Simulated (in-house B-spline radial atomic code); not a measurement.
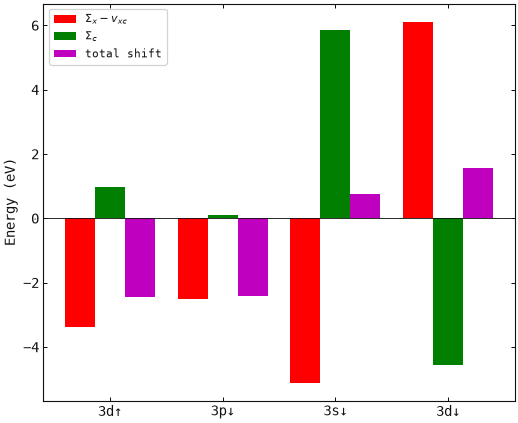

Parts of the G₀W₀ correction to each level for Ni⁵⁺ ([Ar] 3d⁵). All-electron spherical atom, scalar X2C, PBE with 70 % exact exchange start, no spin-orbit coupling, Breit or QED terms; computed with a B-spline radial code. The quasi-particle equation is solved at full frequency; levels of low quasi-particle weight Z are left out.

> How does G₀W₀ correct the levels?

G₀W₀ moves the highest occupied level, 3d↑, from −105.71 to −108.14 eV (renormalisation factor Z = 0.97). The empty level 3d↓ goes from −77.35 to −75.80 eV.

| Level | Mean field (eV) | Σx − vxc (eV) | Σc (eV) | Z | G₀W₀ (eV) |
| --- | --- | --- | --- | --- | --- |
| 3d↑ | −105.71 | −3.39 | 0.96 | 0.97 | −108.14 |
| 3p↓ | −163.21 | −2.50 | 0.10 | 0.97 | −165.62 |
| 3s↓ | −209.85 | −5.11 | 5.86 | 0.91 | −209.10 |
| 3d↓ | −77.35 | 6.12 | −4.56 | 0.97 | −75.80 |
